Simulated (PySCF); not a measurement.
C₄H₁₃NSi, SMILES CC(C)(C)[SiH2]N at its GFN2-xTB optimised geometry (Å):

```
19

C     -0.0218    -1.1616    -1.2457
C      0.4699    -0.4259     0.0000
C      1.9979    -0.4259     0.0000
C     -0.0163    -1.1761     1.2407
Si    -0.1612     1.3807     0.0000
N     -1.8810     1.3238    -0.1002
H     -1.1085    -1.1725    -1.2838
H      0.3323    -2.1934    -1.2473
H      0.3438    -0.6760    -2.1478
H      2.3866     0.0759     0.8839
H      2.3830    -1.4462    -0.0075
H      2.3835     0.0883    -0.8780
H      0.3027    -0.6716     2.1510
H     -1.1021    -1.2490     1.2512
H      0.3871    -2.1894     1.2572
H      0.3832     2.0588     1.1912
H      0.2619     2.0940    -1.2061
H     -2.3866     0.7188     0.5267
H     -2.3776     2.1934    -0.2013
```

Method: B3LYP/def2-SVP in PySCF 2.14.0. Cells within 0.4 Å of a nucleus heavier than hydrogen are left out (blank, or x).

Map of the deformation density (molecule minus spherical neutral atoms) (e/bohr³) on the plane z = 0.0 Å:

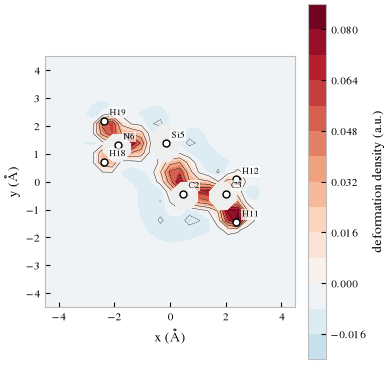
Figure. Deformation density (molecule minus spherical neutral atoms) (e/bohr³) on the plane z = 0.0 Å.
